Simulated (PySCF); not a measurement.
Tl⁻: atomic calculation

System: Tl⁻, configuration 1s2 2s2 2p6 3s2 3p6 3d10 4s2 4p6 4d10 4f14 5s2 5p6 5d10 6s2 6p2, multiplicity 3.
Method: unrestricted HF, aug-cc-pwCVTZ-PP with ECP60, scalar-relativistic core potential (PySCF).

Input file:
```python
from pyscf import gto, scf, dft, mp, cc
mol = gto.M(atom="Tl 0 0 0", charge=-1, spin=2, symmetry="D2h",
            basis="aug-cc-pwCVTZ-PP",
            ecp="aug-cc-pwCVTZ-PP")
mf = scf.UHF(mol)
mf.irrep_nelec = {'Ag': (4, 4), 'B1g': (1, 1), 'B2g': (1, 1), 'B3g': (1, 1), 'B1u': (2, 1), 'B2u': (2, 1), 'B3u': (1, 1)}
mf.kernel()
```

The script is an equivalent of what the driver set up; the driver started from orbitals of its own, so the log can be shorter than this script's would be, and it computed the properties (radii, ⟨L²⟩, response) afterwards. It held the occupations shell by shell, which the script's counts by irreducible representation don't always enforce.

Hardware: 1 CPU thread, shared host.

Log (extracts):
```
damping factor = 0
level_shift factor = 0
DIIS = <class 'pyscf.scf.diis.CDIIS'>
diis_start_cycle = 1
diis_space = 10
diis_damp = 0
SCF conv_tol = 1e-09
SCF conv_tol_grad = None
number electrons alpha = 12  beta = 10
cycle= 1 E= -171.514852817753  delta_E= -0.00128  |g|= 0.0101  |ddm|= 0.0501
cycle= 2 E= -171.515020517053  delta_E= -0.000168  |g|= 0.00412  |ddm|= 0.0201
cycle= 3 E= -171.515057645283  delta_E= -3.71e-05  |g|= 0.000779  |ddm|= 0.0155
cycle= 4 E= -171.515059245687  delta_E= -1.6e-06  |g|= 0.000373  |ddm|= 0.00384
cycle= 5 E= -171.515059679605  delta_E= -4.34e-07  |g|= 0.000146  |ddm|= 0.00226
cycle= 6 E= -171.515059808917  delta_E= -1.29e-07  |g|= 3.51e-05  |ddm|= 0.00175
cycle= 7 E= -171.515059816244  delta_E= -7.33e-09  |g|= 8.71e-06  |ddm|= 0.000446
cycle= 8 E= -171.515059816962  delta_E= -7.19e-10  |g|= 6.34e-06  |ddm|= 9.18e-05
converged SCF energy = -171.515059816962  <S^2> = 2.0127758  2S+1 = 3.0085051
```

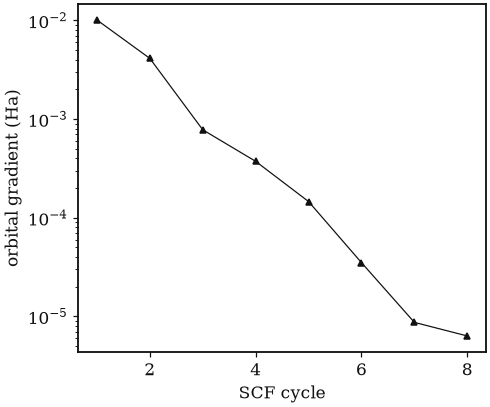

*Convergence: orbital gradient against the SCF cycle.*

The residual falls at every step. It goes from 0.010 to 6.3×10⁻⁶ in 8 steps.

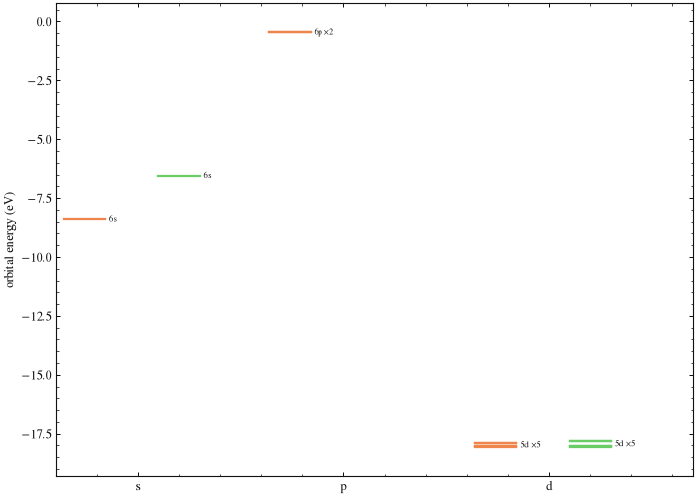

*Orbital energies of the mean field, from the top down to −18.1 eV, by angular momentum, α spin at the left of each column and β at the right; ×n counts the orbitals under one label.*

The highest filled orbital is 6p α at −0.462 eV, the lowest empty one p α at 3.08 eV.

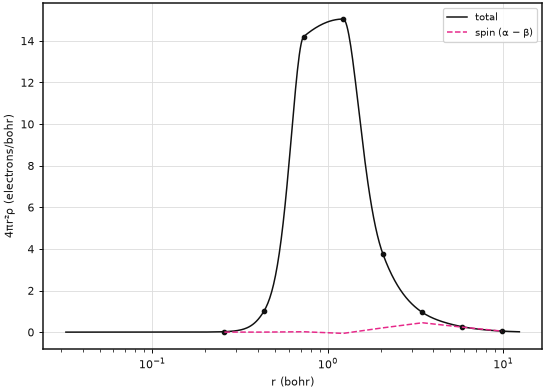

*Spherically averaged radial density 4πr²ρ of the mean field (valence electrons alone, under a core potential) and its spin part; markers are the stored points, which are sparse, and the line is a monotone interpolation between them.*

The largest stored value is 15.0 electrons/bohr at r = 1.2 bohr. Root-mean-square radii of the shells: 5s 0.952, 5p 1.09, 5d 1.50, 6s 2.87, 6p 5.68 bohr.

Key numbers:

```
                                                quantity                    value
                                                 outcome                converged
total energy (valence electrons, under a core potential)      −171.515060 hartree
                                                    ⟨S²⟩                    2.013
                                                    ⟨L²⟩                     2.02
                                          SCF iterations                        8
                                                CPU time  1.8 s (integrals apart)
```
